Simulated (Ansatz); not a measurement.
The starting structures come from a database of crystals and need not be the phases stable at ambient conditions.

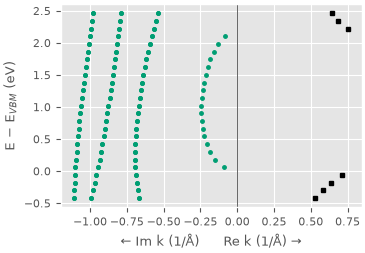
Figure. Complex bands at the centre of the two-dimensional zone; PBEsol (Ansatz, a quantum-chemistry and plane-wave program)

No gap correction and no spin-orbit coupling; mid-gap is the computed energy nearest the middle.

Question: This is TlBr (Fm-3m, rock salt, 2 atoms a cell, 38.9 Å³ an atom, -2 GPa at this level) along the normal of (111). Read off the slowest decay at the centre of the two-dimensional zone at 1.14 eV, the computed energy nearest the middle of the gap.

Answer: κ ≈ 0.24 1/Å, a decay length 1/(2κ) of the density of 2.1 Å.
